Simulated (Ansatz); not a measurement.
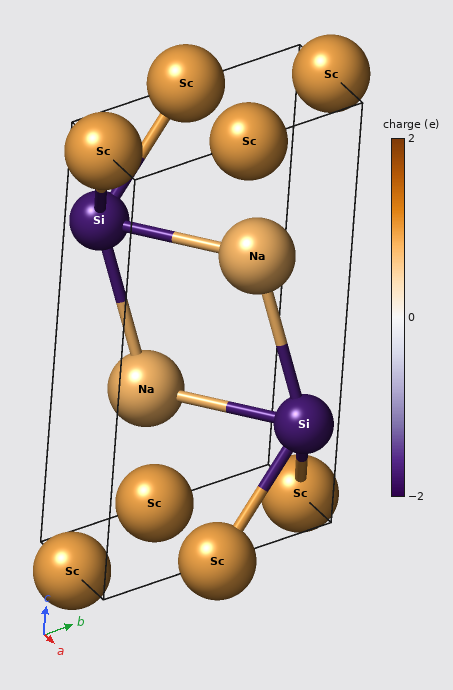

Shown here is a ball-and-stick view of the crystal, taken slightly off an axis. Atoms at the boundary of the simulation cell (the box) are drawn once for each face, edge or corner they touch. The atoms of this NaScSi cell are coloured by their Bader charge.

Method used: Ansatz 0.2.0, DFT, PAW plane waves, PBE. It ran with 420 eV cutoff, Brillouin-zone sampling on a 9×9×9 mesh, Fermi-Dirac smearing of 0.1 eV, no spin polarisation.

> Describe the charge distribution among the elements.

Most positive: Sc; most negative: Si. Charges: about Na +0.8 e; Sc +0.9 e; Si -1.7 e.

The picture shows a generated cell, made by putting these elements into a known structure type (the compound may or may not exist in this form); the geometry isn't optimised. A calculation with Ansatz used it as input.

At this level of theory the cell isn't at rest (compressed, at 6 GPa), so its distances can differ from those at equilibrium, the more so the softer the solid.
